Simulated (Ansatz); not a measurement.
# SbSi₆₂: geometry relaxation (part 5 of 5)

The same run, continued: SbSi₆₂ (defect cell, 63 atoms in the cell); DFT PBE-D3(BJ), scalar-relativistic, plane waves, PAW, PAW set soft_1, spin-polarised (Ansatz 0.2.0); cutoff 420 eV, 1×1×1 k-mesh, Gaussian smearing of 0.02 eV, collinear spins. It belongs to a series of runs on one base structure; here: end point B relaxed.

### Trajectory as extended XYZ, continued
```
63
Lattice="10.8600 0.0000 0.0000 0.0000 10.8600 0.0000 0.0000 0.0000 10.8600" Properties=species:S:1:pos:R:3:forces:R:3 step=5 energy=-45915.43590
Si    5.4387    0.0079   -0.0079   -0.0044  -0.0004   0.0004
Si    6.7867    1.3583    1.3631   -0.0077   0.0077  -0.0123
Si    8.1371    2.7063   -0.0079    0.0004   0.0044   0.0004
Si    9.5010    4.0701    1.3560   -0.0001  -0.0131  -0.0001
Si    8.1402    0.0048    2.7189    0.0000   0.0000   0.0127
Si    9.4934    1.3618    4.0828    0.0000  -0.0244  -0.0082
Si    0.0039    0.0048   -0.0048    0.0127   0.0000   0.0000
Si    1.3678    1.3618    1.3484   -0.0082  -0.0244   0.0000
Si    2.7349    2.7239   -0.0275    0.0176   0.0159  -0.0250
Si    4.0667    4.0783    1.3521    0.0039  -0.0039  -0.0029
Si    5.4211    5.4101   -0.0275   -0.0159  -0.0176  -0.0250
Si    6.7832    6.7772    1.3484    0.0244   0.0082   0.0000
Si    8.1402    8.1411   -0.0048    0.0000  -0.0127   0.0000
Si    9.5010    9.5040    1.3560    0.0016  -0.0016   0.0016
Si    2.7135    0.0006    2.7025    0.0041   0.0021  -0.0060
Si    4.0706    1.3544    4.0572    0.0105  -0.0062   0.0016
Si    5.4240    2.7210    2.7074    0.0036  -0.0036  -0.0019
Si    6.7906    4.0744    4.0572    0.0062  -0.0105   0.0016
Si    8.1444    5.4315    2.7025   -0.0021  -0.0041  -0.0060
Si    9.4985    6.7935    4.0665   -0.0013  -0.0067   0.0067
Si    5.4211    0.0275    5.4499   -0.0159   0.0250   0.0176
Si    6.7731    1.3719    6.8349    0.0119  -0.0119  -0.0309
Si    8.1175    2.7239    5.4499   -0.0250   0.0159   0.0176
Si    9.4971    4.0783    6.7817   -0.0029  -0.0039   0.0039
Si    8.1371    0.0079    8.1537    0.0004  -0.0004  -0.0044
Si    9.5081    1.3583    9.5017   -0.0123   0.0077  -0.0077
Si   -0.0125    5.4315   -0.0006   -0.0060  -0.0041  -0.0021
Si    1.3515    6.7935    1.3535    0.0067  -0.0067  -0.0013
Si    2.7135    8.1575   -0.0006    0.0041   0.0060  -0.0021
Si    4.0749    9.5040    1.3560    0.0131   0.0001  -0.0001
Si   -0.0052    2.7226    2.7098    0.0016   0.0052   0.0016
Si    1.3499    4.0863    4.0649   -0.0010  -0.0054  -0.0010
Si    2.7079    5.4371    2.7078   -0.0006   0.0006  -0.0103
Si    4.0587    6.7951    4.0649    0.0054   0.0010  -0.0010
Si    5.4224    8.1502    2.7098   -0.0052  -0.0016   0.0016
Si    6.7832    9.5116    4.0828    0.0244   0.0000  -0.0082
Si   -0.0125    0.0006    5.4285   -0.0060   0.0021   0.0041
Si    1.3422    1.3544    6.7856    0.0016  -0.0062   0.0105
Si    2.6643    2.6651    5.3793   -0.0074   0.0089  -0.0074
Si    5.4799    5.4807    5.3793   -0.0089   0.0074  -0.0074
Si    6.7906    6.8028    6.7856    0.0062  -0.0016   0.0105
Si    8.1444    8.1575    5.4285   -0.0021   0.0060   0.0041
Si    9.5010    9.5040    6.7899   -0.0001   0.0001   0.0131
Si    2.7349    0.0275    8.1361    0.0176   0.0250  -0.0159
Si    4.1199    1.3719    9.4881   -0.0309  -0.0119   0.0119
Sb    4.3395    3.8055    7.0545    0.0133  -0.0133   0.0133
Si    6.7731    4.0251    9.4881    0.0119   0.0309   0.0119
Si    8.1175    5.4101    8.1361   -0.0250  -0.0176  -0.0159
Si    9.4934    6.7772    9.4982    0.0000   0.0082   0.0244
Si   -0.0055    8.1505    2.7095   -0.0045   0.0045  -0.0045
Si    1.3515    9.5065    4.0665    0.0067   0.0013   0.0067
Si   -0.0072    5.4371    5.4229   -0.0103   0.0006  -0.0006
Si    1.3499    6.7951    6.7737   -0.0010   0.0010   0.0054
Si    2.7079    8.1522    5.4229   -0.0006   0.0103  -0.0006
Si    4.0667    9.5079    6.7817    0.0039   0.0029   0.0039
Si   -0.0076    2.7210    8.1390   -0.0019  -0.0036   0.0036
Si    1.3422    4.0744    9.5056    0.0016  -0.0105   0.0062
Si    2.6643    5.4807    8.1949   -0.0074   0.0074  -0.0089
Si    4.0706    6.8028    9.5056    0.0105  -0.0016   0.0062
Si    5.4240    8.1526    8.1390    0.0036   0.0019   0.0036
Si    6.7867    9.4969    9.5017   -0.0077   0.0123  -0.0077
Si   -0.0052    8.1502    8.1374    0.0016  -0.0016  -0.0052
Si    1.3678    9.5116    9.4982   -0.0082   0.0000   0.0244
63
Lattice="10.8600 0.0000 0.0000 0.0000 10.8600 0.0000 0.0000 0.0000 10.8600" Properties=species:S:1:pos:R:3:forces:R:3 step=6 energy=-45915.43708
Si    5.4375    0.0075   -0.0075   -0.0042   0.0031  -0.0031
Si    6.7859    1.3591    1.3614   -0.0041   0.0041  -0.0077
Si    8.1375    2.7075   -0.0075   -0.0031   0.0042  -0.0031
Si    9.5027    4.0674    1.3577    0.0019  -0.0084   0.0019
Si    8.1395    0.0055    2.7180    0.0014  -0.0014   0.0031
Si    9.4926    1.3598    4.0831   -0.0016  -0.0052  -0.0015
Si    0.0030    0.0055   -0.0055    0.0031  -0.0014   0.0014
Si    1.3681    1.3598    1.3476   -0.0015  -0.0052  -0.0016
Si    2.7338    2.7256   -0.0282    0.0096   0.0038  -0.0117
Si    4.0666    4.0784    1.3513    0.0023  -0.0023   0.0006
Si    5.4194    5.4112   -0.0282   -0.0038  -0.0096  -0.0117
Si    6.7852    6.7769    1.3476    0.0052   0.0015  -0.0016
Si    8.1395    8.1420   -0.0055    0.0014  -0.0031   0.0014
Si    9.5007    9.5043    1.3557    0.0014  -0.0014   0.0014
Si    2.7147   -0.0002    2.7015    0.0018  -0.0011  -0.0044
Si    4.0701    1.3550    4.0563    0.0027  -0.0016   0.0009
Si    5.4239    2.7211    2.7063    0.0018  -0.0018  -0.0001
Si    6.7900    4.0749    4.0563    0.0016  -0.0027   0.0009
Si    8.1452    5.4303    2.7015    0.0011  -0.0018  -0.0044
Si    9.4975    6.7936    4.0664   -0.0022  -0.0032   0.0032
Si    5.4194    0.0282    5.4488   -0.0038   0.0117   0.0096
Si    6.7757    1.3693    6.8297    0.0122  -0.0122  -0.0240
Si    8.1168    2.7256    5.4488   -0.0117   0.0038   0.0096
Si    9.4963    4.0784    6.7816    0.0006  -0.0023   0.0023
Si    8.1375    0.0075    8.1525   -0.0031   0.0031  -0.0042
Si    9.5064    1.3591    9.5009   -0.0077   0.0041  -0.0041
Si   -0.0135    5.4303    0.0002   -0.0044  -0.0018   0.0011
Si    1.3514    6.7936    1.3525    0.0032  -0.0032  -0.0022
Si    2.7147    8.1585    0.0002    0.0018   0.0044   0.0011
Si    4.0776    9.5023    1.3577    0.0084  -0.0019   0.0019
Si   -0.0034    2.7203    2.7116    0.0014  -0.0007   0.0014
Si    1.3505    4.0872    4.0655   -0.0008  -0.0039  -0.0008
Si    2.7077    5.4373    2.7064    0.0007  -0.0007  -0.0029
Si    4.0578    6.7945    4.0655    0.0039   0.0008  -0.0008
Si    5.4247    8.1484    2.7116    0.0007  -0.0014   0.0014
Si    6.7852    9.5124    4.0831    0.0052   0.0016  -0.0015
Si   -0.0135   -0.0002    5.4297   -0.0044  -0.0011   0.0018
Si    1.3413    1.3550    6.7851    0.0009  -0.0016   0.0027
Si    2.6651    2.6660    5.3801   -0.0005   0.0110  -0.0005
Si    5.4790    5.4799    5.3801   -0.0110   0.0005  -0.0005
Si    6.7900    6.8037    6.7851    0.0016  -0.0009   0.0027
Si    8.1452    8.1585    5.4297    0.0011   0.0044   0.0018
Si    9.5027    9.5023    6.7926    0.0019  -0.0019   0.0084
Si    2.7338    0.0282    8.1344    0.0096   0.0117  -0.0038
Si    4.1147    1.3693    9.4907   -0.0240  -0.0122   0.0122
Sb    4.3443    3.8007    7.0593    0.0020  -0.0020   0.0020
Si    6.7757    4.0303    9.4907    0.0122   0.0240   0.0122
Si    8.1168    5.4112    8.1344   -0.0117  -0.0096  -0.0038
Si    9.4926    6.7769    9.5002   -0.0016   0.0015   0.0052
Si   -0.0059    8.1509    2.7091   -0.0004   0.0004  -0.0004
Si    1.3514    9.5075    4.0664    0.0032   0.0022   0.0032
Si   -0.0086    5.4373    5.4227   -0.0029  -0.0007   0.0007
Si    1.3505    6.7945    6.7728   -0.0008   0.0008   0.0039
Si    2.7077    8.1536    5.4227    0.0007   0.0029   0.0007
Si    4.0666    9.5087    6.7816    0.0023  -0.0006   0.0023
Si   -0.0087    2.7211    8.1389   -0.0001  -0.0018   0.0018
Si    1.3413    4.0749    9.5050    0.0009  -0.0027   0.0016
Si    2.6651    5.4799    8.1940   -0.0005   0.0005  -0.0110
Si    4.0701    6.8037    9.5050    0.0027  -0.0009   0.0016
Si    5.4239    8.1537    8.1389    0.0018   0.0001   0.0018
Si    6.7859    9.4986    9.5009   -0.0041   0.0077  -0.0041
Si   -0.0034    8.1484    8.1397    0.0014  -0.0014   0.0007
Si    1.3681    9.5124    9.5002   -0.0015   0.0016   0.0052
```

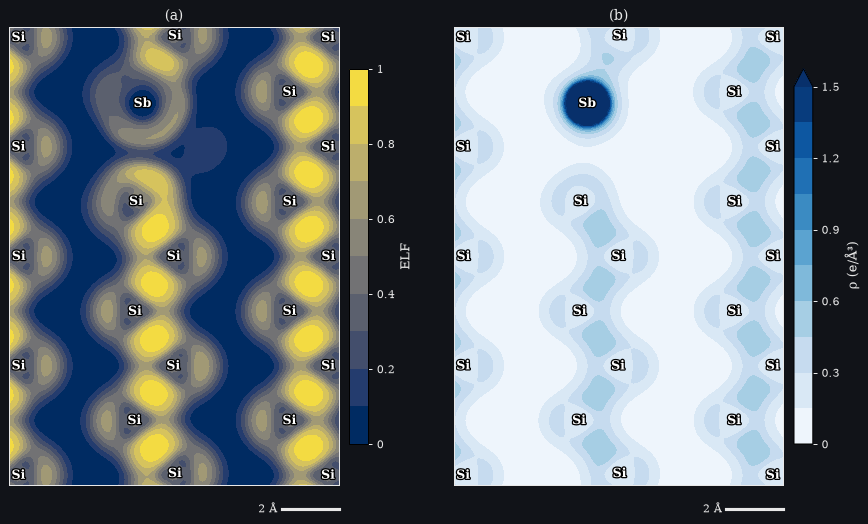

Figure 1. (a) ELF; (b) valence pseudo-density on the (011) plane of the calculation cell. Atoms in the plane: Si and Sb. Si–Si (2.36 Å): the density is about 0.56 e/Å³ at the midpoint, a local maximum along the line; the ELF peaks at about 0.95 between the atoms, as expected for localised, shared-pair bonding. Si–Sb (2.63 Å): ρ is about 0.45 e/Å³ halfway; the ELF is about 0.80 at the midpoint. Away from the nuclei the density in this plane falls to 0.02 e/Å³ at its lowest. Core electrons are frozen (PAW), so the fields are smoothed inside the atomic spheres.

### Results in brief

```csv
quantity,value
outcome,converged
electrons treated,263
free energy,−45915.4371 eV
Fermi energy,6.812 eV
net moment of the cell,1.00 μB
integrated absolute moment,1.17 μB
final volume,1280.82 Å³
largest force (length of the vector) at the end,0.030 eV/Å
wall time,70 s (CPU time 4.6 min)
peak memory,1.7 GiB
```

### Notes

The k-point mesh is coarse for a cell of this size, so the results may not be converged.
